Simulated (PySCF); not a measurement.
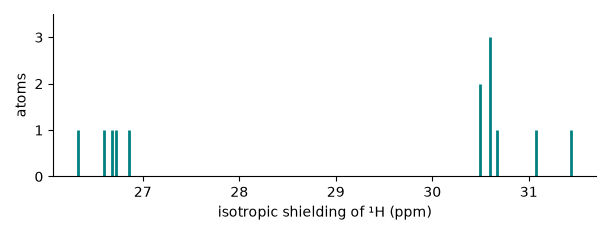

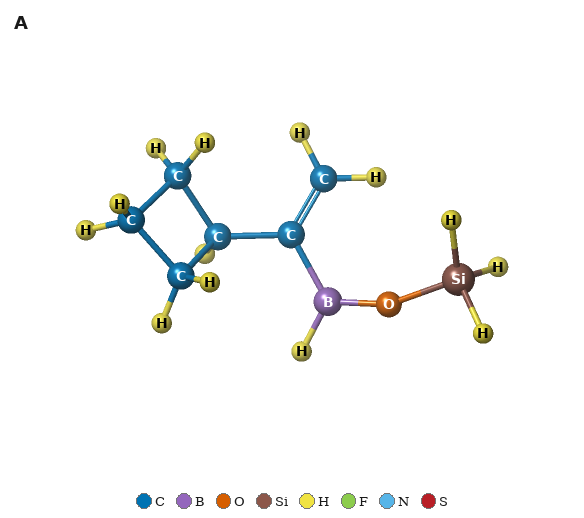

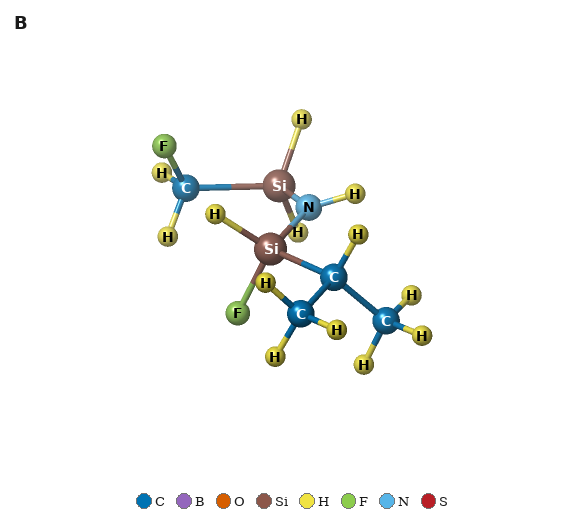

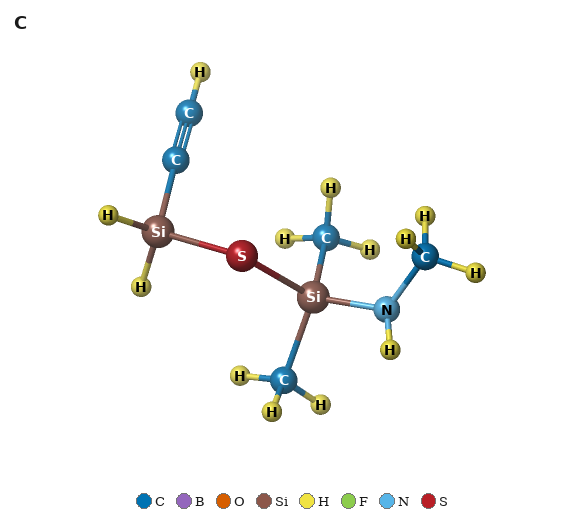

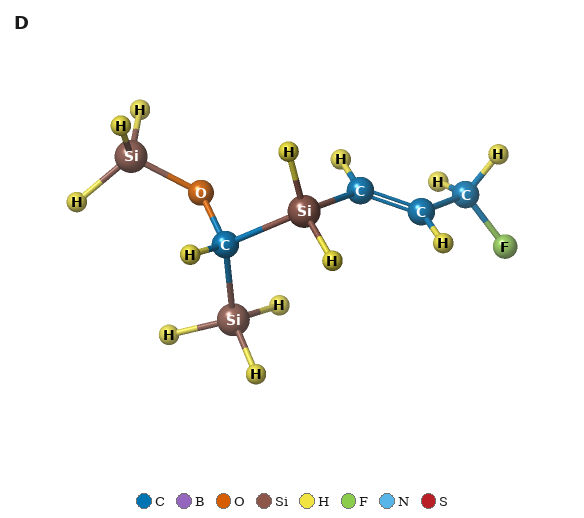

The sticks are computed shieldings of one of the molecules, for one fixed geometry (GFN2-xTB) without averaging over rotations. Low shielding means a high chemical shift. Method: GIAO PBE0/pcSseg-1 NMR shielding, non-relativistic, gas phase (PySCF 2.14.0).

Question: Which molecule gives this pattern?

Answer: B, `CC(C)[Si@H](F)N[SiH2]CF`. Its 13 H atoms give lines at 26.33, 26.60, 26.68, 26.73, 26.85, 30.50 (2 atoms), 30.60 (3 atoms), 30.67, 31.07, 31.44 ppm.

The geometry is semi-empirical. Around B, Si such bond lengths and angles can be off by a tenth of an ångström or more and by several degrees, and values that hang on the shape move with them.
